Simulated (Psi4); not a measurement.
**Geometry relaxation, with input and output: NF3 (part 3 of 4)**

The same run, continued: NF3; SVWN-RPA/def2-TZVP, RKS (Psi4 1.11). The geometry comes from this level: PBE0-D4/def2-TZVP.

Geometry of the input (Å):
```
F  0.6140  0.0003  1.0669
N  0.3534  -0.0741  -0.2662
F  -0.6363  -1.0065  -0.3122
F  -0.3311  1.0803  -0.4884
```

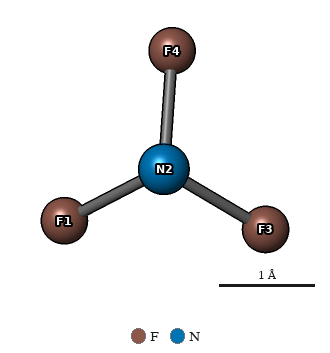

*The geometry at step 2 of the log (ball-and-stick view, seen on its broad side; atoms are numbered from 1 in the order of the input).*

**The program's output, continued**
```
    Blocking Scheme        =         OCTREE
    BS radius alpha        =              1
    Pruning alpha          =              1
    Radial Points          =             75
    Spherical Points       =            302
    Total Points           =          87397
    Total Blocks           =            704
    Max Points             =            256
    Max Functions          =            121
    Weights Tolerance      =       1.00E-15

  -Total Gradient:
     Atom            X                  Y                   Z
    ------   -----------------  -----------------  -----------------
       1        0.000018036570     0.000221319273    -0.000045883748
       2        0.000111062373    -0.000036395572     0.000019611965
       3       -0.000111930750    -0.000053672334    -0.000171857004
       4        0.000078443263    -0.000196997811     0.000200322099

	total time  =          1 seconds =       0.02 minutes

    			-----------------------------------------

    			 OPTKING 3.0: for geometry optimizations

    			        with contributions from

    			-----------------------------------------

	                            ===> Fragment 1 <==

	 Z (Atomic Numbers)          Masses                          Geom
	       9.000000            18.998403          1.20942861 -0.00815304  1.98849997
	       7.000000            14.003074          0.72515270 -0.15236079 -0.54591038
	       9.000000            18.998403         -1.16137336 -1.91710995 -0.62660149
	       9.000000            18.998403         -0.58254054  2.03756293 -0.95952658

	 - Coordinate -           - BOHR/RAD -       - ANG/DEG -
	 R(1,2)           =         2.584290           1.367547
	 R(2,3)           =         2.584537           1.367678
	 R(2,4)           =         2.583971           1.367379
	 B(1,2,3)         =         1.777774         101.858944
	 B(1,2,4)         =         1.776773         101.801613
	 B(3,2,4)         =         1.776530         101.787673
	 O(1,2,3,4)       =        -1.239756         -71.032800
	 O(3,2,1,4)       =         1.239904          71.041272
	 O(4,2,1,3)       =        -1.240515         -71.076264

	        --- Internal Coordinate Step in ANG or DEG, aJ/ANG or AJ/DEG ---
	-------------------------------------------------------------------------------
	           Coordinate      Previous         Force          Change          New
	           ----------      --------        ------          ------        ------
	               R(1,2)       1.36755        0.00032        0.00006       1.36761
	               R(2,3)       1.36768       -0.00114       -0.00012       1.36756
	               R(2,4)       1.36738        0.00178        0.00023       1.36761
	             B(1,2,3)     101.85894       -0.00002       -0.08133     101.77761
	             B(1,2,4)     101.80161        0.00002        0.07431     101.87592
	             B(3,2,4)     101.78767        0.00001        0.02145     101.80912
	           O(1,2,3,4)     -71.03280       -0.00000       -0.00116     -71.03396
	           O(3,2,1,4)      71.04127        0.00001        0.03350      71.07477
	           O(4,2,1,3)     -71.07626        0.00002        0.06144     -71.01483
	-------------------------------------------------------------------------------

	                                 ==> Convergence Check <==

	Measures of convergence in internal coordinates in au.

	Criteria marked as inactive (o), active & met (*), and active & unmet ( ).

	----------------------------------------------------------------------------------------------
	   Step    Total Energy     Delta E     Max Force     RMS Force      Max Disp      RMS Disp
	----------------------------------------------------------------------------------------------
	  Convergence Criteria     1.00e-06 *    3.00e-04 *             o    1.20e-03 *             o
	----------------------------------------------------------------------------------------------
	     3    -352.63015820   -1.33e-05      3.03e-04      1.86e-04 o    1.42e-03      7.88e-04 o  ~
	----------------------------------------------------------------------------------------------

Next Geometry in Ang
	Fragment 1 (Ang)

	    F   0.6398321042  -0.0053117989   1.0523507632
	    N   0.3837039490  -0.0801905640  -0.2889714221
	    F  -0.6141475118  -1.0144083658  -0.3308857744
	    F  -0.3084916900   1.0787114365  -0.5084508620

    Structure for next step:
    Molecular point group: c1
    Full point group: C1

    Geometry (in Angstrom), charge = 0, multiplicity = 1:

    F            0.639829969849    -0.005281172280     1.052344565136
    N            0.383701814647    -0.080159937376    -0.288977620149
    F           -0.614149646191    -1.014377739139    -0.330891972451
    F           -0.308493824356     1.078742063075    -0.508457060065

gradient() will perform analytic gradient computation.

  ==> Geometry <==

    Molecular point group: c1
    Full point group: C1

    Geometry (in Angstrom), charge = 0, multiplicity = 1:

       Center              X                  Y                   Z               Mass
    ------------   -----------------  -----------------  -----------------  -----------------
         F            0.639829969849    -0.005281172280     1.052344565136    18.998403162730
         N            0.383701814647    -0.080159937376    -0.288977620149    14.003074004430
         F           -0.614149646191    -1.014377739139    -0.330891972451    18.998403162730
         F           -0.308493824356     1.078742063075    -0.508457060065    18.998403162730

  Running in c1 symmetry.

  Rotational constants: A =      0.35934  B =      0.35879  C =      0.19688 [cm^-1]
  Rotational constants: A =  10772.73893  B =  10756.16778  C =   5902.30522 [MHz]
  Nuclear repulsion =  133.703198405971960

  Charge       = 0
  Multiplicity = 1
  Electrons    = 34
  Nalpha       = 17
  Nbeta        = 17

   => Molecular Quadrature <=

    Radial Scheme          =       TREUTLER
    Pruning Scheme         =           NONE
    Nuclear Scheme         =       TREUTLER

    Blocking Scheme        =         OCTREE
    BS radius alpha        =              1
    Pruning alpha          =              1
    Radial Points          =             75
    Spherical Points       =            302
    Total Points           =          87392
    Total Blocks           =            716
    Max Points             =            254
    Max Functions          =            121
    Weights Tolerance      =       1.00E-15

  ==> MemDFJK: Density-Fitted J/K Matrices <==

    J tasked:                   Yes
    K tasked:                    No
    wK tasked:                   No
    Memory [MiB]:              1080
    Algorithm:                 Core
    Schwarz Cutoff:           1E-12
    Mask sparsity (%):       1.2227
    Fitting Condition:        1E-10

   => Auxiliary Basis Set <=

  Basis Set: (DEF2-TZVP AUX)
    Blend: DEF2-UNIVERSAL-JKFIT
    Number of shells: 100
    Number of basis functions: 308
    Number of Cartesian functions: 372
    Spherical Harmonics?: true
    Max angular momentum: 4

  Cached 100.0% of DFT collocation blocks in 0.063 [GiB].

  Minimum eigenvalue in the overlap matrix is 2.2710167692E-03.
  Reciprocal condition number of the overlap matrix is 4.2458267334E-04.
    Using symmetric orthogonalization.

  ==> Iterations <==

                           Total Energy        Delta E     RMS |[F,P]|

   @DF-RKS iter   0:  -352.63002820336970   -3.52630e+02   1.86960e-05
   @DF-RKS iter   1:  -352.63015263576528   -1.24432e-04   3.05815e-06 DIIS
   @DF-RKS iter   2:  -352.63015259483802    4.09273e-08   4.18808e-06 DIIS
   @DF-RKS iter   3:  -352.63015265804927   -6.32112e-08   2.03827e-06 DIIS
   @DF-RKS iter   4:  -352.63015267810101   -2.00517e-08   1.26067e-07 DIIS
   @DF-RKS iter   5:  -352.63015267812921   -2.81943e-11   1.00605e-07 DIIS
   @DF-RKS iter   6:  -352.63015267817917   -4.99654e-11   1.83220e-08 DIIS
   @DF-RKS iter   7:  -352.63015267818093   -1.76215e-12   1.40061e-09 DIIS
  Energy and wave function converged.

  ==> Post-Iterations <==

   Electrons on quadrature grid:
      Ntotal   =   33.9999989608 ; deviation = -1.039e-06

    Orbital Energies [Eh]
    ---------------------

    Doubly Occupied:

       1A    -24.193984     2A    -24.193943     3A    -24.193901
       4A    -14.172013     5A     -1.300735     6A     -1.167333
       7A     -1.167193     8A     -0.777581     9A     -0.614817
      10A     -0.614736    11A     -0.552978    12A     -0.465855
      13A     -0.465758    14A     -0.420314    15A     -0.420204
      16A     -0.403297    17A     -0.334546

    Virtual:

      18A     -0.065464    19A     -0.065217    20A     -0.061625
      21A      0.158116    22A      0.243919    23A      0.243919
      24A      0.249671    25A      0.428976    26A      0.429018
      27A      0.449469    28A      0.454810    29A      0.454909
      30A      0.522804    31A      0.602627    32A      0.614632
      33A      0.614712    34A      0.805461    35A      0.805504
      36A      0.934771    37A      0.934820    38A      0.947232
      39A      1.034785    40A      1.290488    41A      1.290668
      42A      1.693755    43A      1.770885    44A      1.782400
      45A      1.821870    46A      1.822362    47A      1.836655
      48A      1.837080    49A      1.933888    50A      1.934204
      51A      1.961277    52A      2.037054    53A      2.181672
      54A      2.182054    55A      2.375080    56A      2.375119
      57A      2.443997    58A      2.502834    59A      2.565957
      60A      2.566242    61A      2.978339    62A      3.002294
      63A      3.002348    64A      3.027203    65A      3.027415
      66A      3.115396    67A      3.446508    68A      3.446648
      69A      3.503759    70A      3.754213    71A      3.755176
      72A      3.788388    73A      3.947075    74A      4.010804
      75A      4.011046    76A      4.127000    77A      4.515936
      78A      4.563637    79A      4.564181    80A      4.658889
      81A      4.659303    82A      5.458393    83A      5.458460
      84A      5.741571    85A      6.617098    86A      6.638548
      87A      6.638583    88A      6.655419    89A      6.655538
      90A      6.655547    91A      6.658057    92A      6.658066
      93A      6.667151    94A      6.747473    95A      6.747495
      96A      6.810925    97A      6.879263    98A      6.901696
      99A      6.902239   100A      7.138181   101A      7.138954
     102A      7.162420   103A      7.499860   104A      7.516800
     105A      7.517494   106A      8.039921   107A      8.040121
     108A      8.053411   109A      8.083318   110A      8.131575
     111A      8.131716   112A      8.378408   113A      8.406286
     114A      8.406620   115A      8.583684   116A      8.629611
     117A      8.629990   118A      9.014840   119A      9.081125
     120A      9.081213   121A     31.073542   122A     56.672237
     123A     56.673152   124A     57.157769

    Final Occupation by Irrep:
              A
    DOCC [    17 ]
    NA   [    17 ]
    NB   [    17 ]

  @DF-RKS Final Energy:  -352.63015267818093

   => Energetics <=

    Nuclear Repulsion Energy =            133.7031984059719605
    One-Electron Energy =                -756.7532565476209356
    Two-Electron Energy =                 306.8054401077806688
    DFT Exchange-Correlation Energy =     -36.3855346443126564
    Empirical Dispersion Energy =           0.0000000000000000
    VV10 Nonlocal Energy =                  0.0000000000000000
    Total Energy =                       -352.6301526781809343

Computation Completed

Properties will be evaluated at   0.000000,   0.000000,   0.000000 [a0]

Properties computed using the SCF density matrix

 Multipole Moments:

 ------------------------------------------------------------------------------------
     Multipole            Electronic (a.u.)      Nuclear  (a.u.)        Total (a.u.)
 ------------------------------------------------------------------------------------

 L = 1.  Multiply by 2.5417464519 to convert [e a0] to [Debye]
 Dipole X            :         -0.2448146            0.2656789            0.0208642
 Dipole Y            :          0.0514280           -0.0555035           -0.0040755
 Dipole Z            :          0.1844237           -0.2000909           -0.0156672
 Magnitude           :                                                    0.0264081

 ------------------------------------------------------------------------------------

	total time  =          3 seconds =       0.05 minutes

         ------------------------------------------------------------
                                   SCF GRAD
         ------------------------------------------------------------

  ==> Geometry <==

    Molecular point group: c1
    Full point group: C1

    Geometry (in Angstrom), charge = 0, multiplicity = 1:

       Center              X                  Y                   Z               Mass
    ------------   -----------------  -----------------  -----------------  -----------------
         F            0.639829969849    -0.005281172280     1.052344565136    18.998403162730
         N            0.383701814647    -0.080159937376    -0.288977620149    14.003074004430
         F           -0.614149646191    -1.014377739139    -0.330891972451    18.998403162730
         F           -0.308493824356     1.078742063075    -0.508457060065    18.998403162730

  Nuclear repulsion =  133.703198405971960

   => Molecular Quadrature <=

    Radial Scheme          =       TREUTLER
    Pruning Scheme         =           NONE
    Nuclear Scheme         =       TREUTLER

    Blocking Scheme        =         OCTREE
    BS radius alpha        =              1
    Pruning alpha          =              1
    Radial Points          =             75
    Spherical Points       =            302
    Total Points           =          87392
    Total Blocks           =            716
    Max Points             =            254
    Max Functions          =            121
    Weights Tolerance      =       1.00E-15

  -Total Gradient:
     Atom            X                  Y                   Z
    ------   -----------------  -----------------  -----------------
       1       -0.000053265075    -0.000157464062    -0.000047359011
       2        0.000106325387     0.000152951061    -0.000037420289
       3       -0.000073818343     0.000036968471     0.000230157159
       4       -0.000075293415    -0.000108234038    -0.000073313753

	total time  =          2 seconds =       0.03 minutes

    			-----------------------------------------

    			 OPTKING 3.0: for geometry optimizations

    			        with contributions from

    			-----------------------------------------

	                            ===> Fragment 1 <==

	 Z (Atomic Numbers)          Masses                          Geom
	       9.000000            18.998403          1.20910341 -0.00997997  1.98864302
	       7.000000            14.003074          0.72509134 -0.15148033 -0.54608856
	       9.000000            18.998403         -1.16057463 -1.91689611 -0.62529521
	       9.000000            18.998403         -0.58296884  2.03852706 -0.96084459

	 - Coordinate -           - BOHR/RAD -       - ANG/DEG -
	 R(1,2)           =         2.584406           1.367609
	 R(2,3)           =         2.584319           1.367563
	 R(2,4)           =         2.584410           1.367611
	 B(1,2,3)         =         1.776354         101.777611
	 B(1,2,4)         =         1.778070         101.875923
	 B(3,2,4)         =         1.776904         101.809122
	 O(1,2,3,4)       =        -1.239777         -71.033961
	 O(3,2,1,4)       =         1.240489          71.074767
	 O(4,2,1,3)       =        -1.239443         -71.014827

	        --- Internal Coordinate Step in ANG or DEG, aJ/ANG or AJ/DEG ---
	-------------------------------------------------------------------------------
	           Coordinate      Previous         Force          Change          New
	           ----------      --------        ------          ------        ------
	               R(1,2)       1.36761        0.00048        0.00002       1.36763
	               R(2,3)       1.36756        0.00026       -0.00001       1.36756
	               R(2,4)       1.36761        0.00025        0.00001       1.36762
	             B(1,2,3)     101.77761        0.00002        0.03872     101.81634
	             B(1,2,4)     101.87592       -0.00001       -0.02602     101.84991
	             B(3,2,4)     101.80912        0.00000        0.01679     101.82591
	           O(1,2,3,4)     -71.03396        0.00000        0.01389     -71.02007
	           O(3,2,1,4)      71.07477       -0.00001       -0.04007      71.03470
	           O(4,2,1,3)     -71.01483       -0.00000        0.00058     -71.01425
	-------------------------------------------------------------------------------

	                                 ==> Convergence Check <==

	Measures of convergence in internal coordinates in au.

	Criteria marked as inactive (o), active & met (*), and active & unmet ( ).

	----------------------------------------------------------------------------------------------
	   Step    Total Energy     Delta E     Max Force     RMS Force      Max Disp      RMS Disp
	----------------------------------------------------------------------------------------------
	  Convergence Criteria     1.00e-06 *    3.00e-04 *             o    1.20e-03 *             o
	----------------------------------------------------------------------------------------------
	     4    -352.63015268    5.52e-06      2.22e-04 *    1.24e-04 o    6.99e-04 *    3.80e-04 o  ~
	----------------------------------------------------------------------------------------------

Next Geometry in Ang
	Fragment 1 (Ang)

	    F   0.6399391613  -0.0048975950   1.0523363690
	    N   0.3835429452  -0.0803557505  -0.2889199307
	    F  -0.6142601117  -1.0146026691  -0.3311660815
	    F  -0.3083336808   1.0787792290  -0.5082324444

    Final optimized geometry and variables:
    Molecular point group: c1
    Full point group: C1

    Geometry (in Angstrom), charge = 0, multiplicity = 1:

    F            0.639829969849    -0.005281172280     1.052344565136
    N            0.383701814647    -0.080159937376    -0.288977620149
    F           -0.614149646191    -1.014377739139    -0.330891972451
    F           -0.308493824356     1.078742063075    -0.508457060065

    Psi4 run time: 0:00:22.42

[set-up sections that repeat, and orbital energies of the middle runs, are left out above]
```

**Standard output**
```
Optimizer: Optimization complete!
```

**Trajectory as extended XYZ (Å, eV, eV/Å), 4 frames, from step=0 to step=3**
```
4
Properties=species:S:1:pos:R:3:forces:R:3 step=0 energy=-9595.55241
F     0.6140    0.0003    1.0669    0.0046   0.0261   0.2518
N     0.3534   -0.0741   -0.2662    0.3453  -0.0728  -0.2603
F    -0.6363   -1.0065   -0.3122   -0.2017  -0.1538   0.0165
F    -0.3311    1.0803   -0.4884   -0.1435   0.2014  -0.0101
4
Properties=species:S:1:pos:R:3:forces:R:3 step=1 energy=-9595.55508
F     0.6150    0.0008    1.0698   -0.0092   0.0071   0.0777
N     0.3564   -0.0750   -0.2687    0.1309  -0.0240  -0.0948
F    -0.6384   -1.0092   -0.3128   -0.0718  -0.0362   0.0124
F    -0.3322    1.0831   -0.4890   -0.0568   0.0516   0.0063
4
Properties=species:S:1:pos:R:3:forces:R:3 step=2 energy=-9595.55544
F     0.6151    0.0009    1.0710   -0.0009  -0.0114   0.0024
N     0.3589   -0.0754   -0.2702   -0.0057   0.0019  -0.0010
F    -0.6394   -1.0093   -0.3129    0.0058   0.0028   0.0088
F    -0.3331    1.0835   -0.4890   -0.0040   0.0101  -0.0103
4
Properties=species:S:1:pos:R:3:forces:R:3 step=3 energy=-9595.55529
F     0.6150   -0.0001    1.0711    0.0027   0.0081   0.0024
N     0.3588   -0.0749   -0.2702   -0.0055  -0.0079   0.0019
F    -0.6390   -1.0092   -0.3122    0.0038  -0.0019  -0.0118
F    -0.3334    1.0840   -0.4897    0.0039   0.0056   0.0038
```

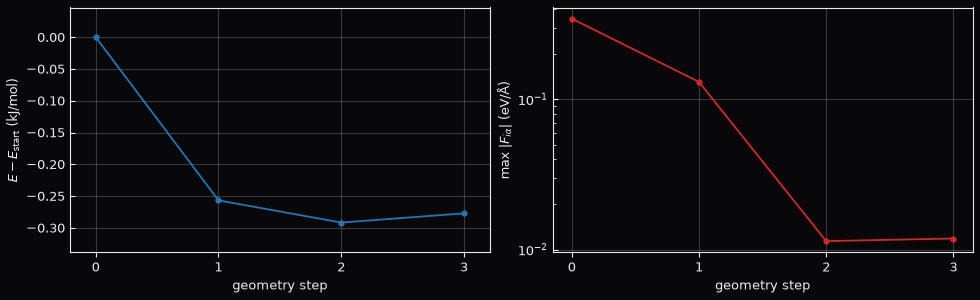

*Progress of the relaxation, step by step (steps are counted from 0).*

Over 3 geometry steps the energy falls by 0.28 kJ/mol. The largest force component goes from 0.35 to 0.012 eV/Å. The largest move after the best rigid fit is that of N2, 0.006 Å. By element the largest moves are N 0.006 Å, F 0.005 Å. Distances before and after: F1–N2 1.360 → 1.368 Å. (Atoms are counted from 1 in the order of the input.)
